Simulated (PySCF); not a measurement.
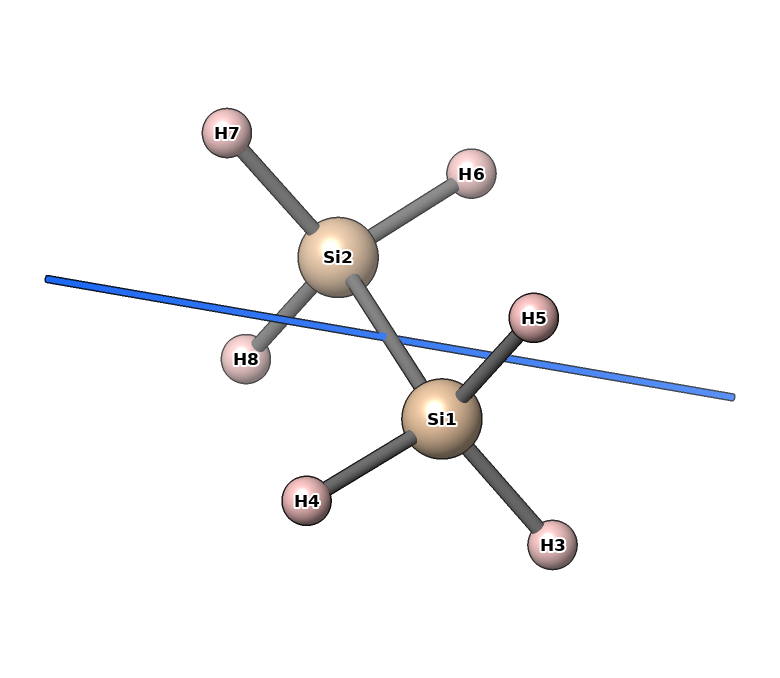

A line through the centre of mass is drawn in. Depth is shown by fading: the farther an atom, the more it takes the colour of the background. The geometry was computed by an optimisation with PBE0-D3(BJ)/def2-SVP. No frequency run is at hand to confirm it as a minimum.

Is the line a proper rotation axis of the structure, and of what order?

Answer. Yes, a C2 axis. A turn by 180° leaves no atom in place and moves Si1 ↔ Si2; H3 ↔ H6; H4 ↔ H7; H5 ↔ H8. The point group is D3d.
